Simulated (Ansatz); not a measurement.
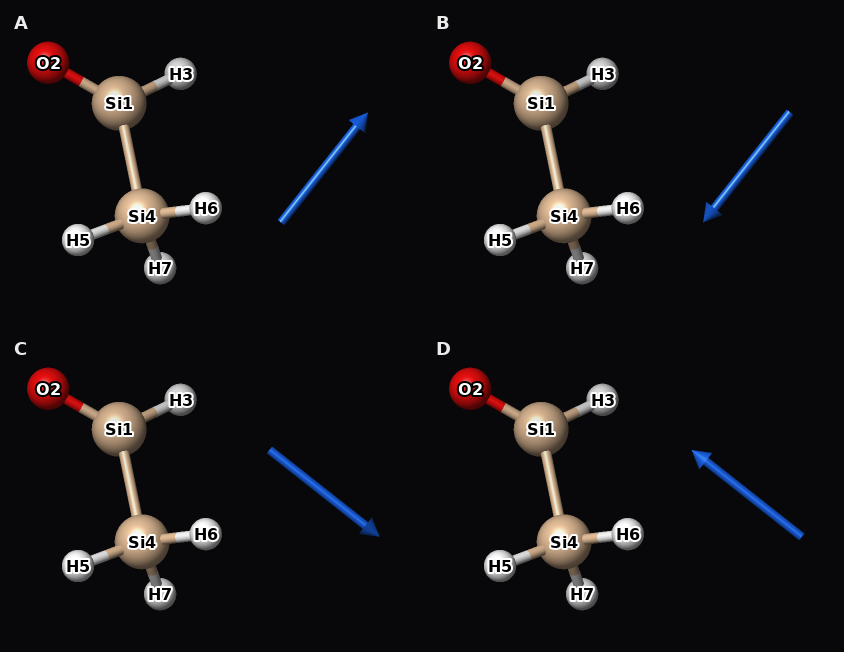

The same molecule four times, each with an arrow. The computed structure is the end point of a PBE0-D4/def2-TZVP optimisation. Level of theory: RKS PBE0-D4/def2-TZVP (Ansatz 0.2.0).

**Which arrow points along the dipole moment, from the negative to the positive end?**

C. The dipole moment is 3.90 D; it points from the side of O2 to the side of H6, H7 (the outermost atoms at the two ends).
